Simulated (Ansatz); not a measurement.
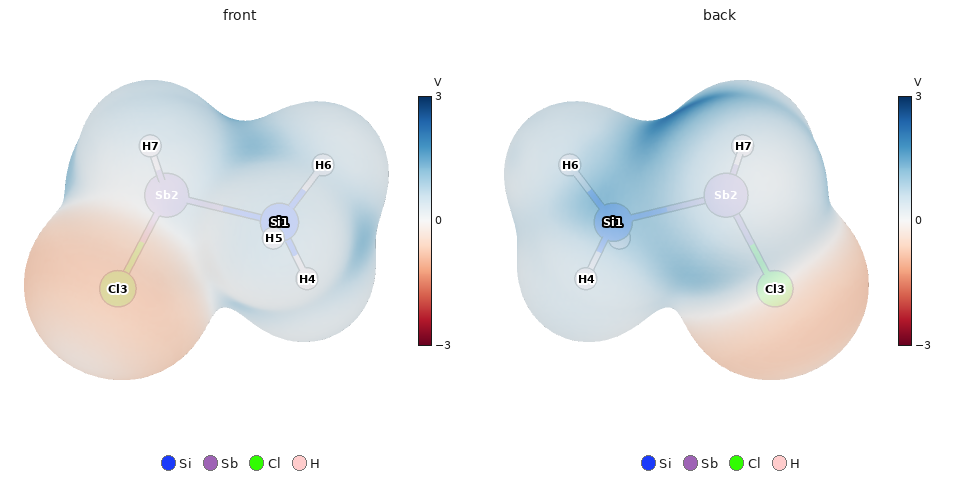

ClH₄SbSi. The electrostatic potential painted on the density surface at 0.002 e/bohr³, seen from the front and from behind; red is negative and blue positive.

Geometry: PBE0-D4/def2-TZVP; core potentials replace the inner electrons of Sb.

These are results of Ansatz, RKS PBE0-D4/def2-TZVPP, not measurements.

```xyz
7

Si   -0.8835    0.4218   -0.1042
Sb    0.7906   -1.4731    0.4313
Cl    2.2306   -0.8533   -1.3430
H    -1.6083    0.0658   -1.3503
H    -0.1692    1.7101   -0.2787
H    -1.8594    0.5262    1.0149
H     1.5604   -0.4656    1.5844
```

### Describe the electrostatic potential map.

The most negative region (about −0.7 V) lies over Cl3, the most positive (about +2.1 V) over Sb2.
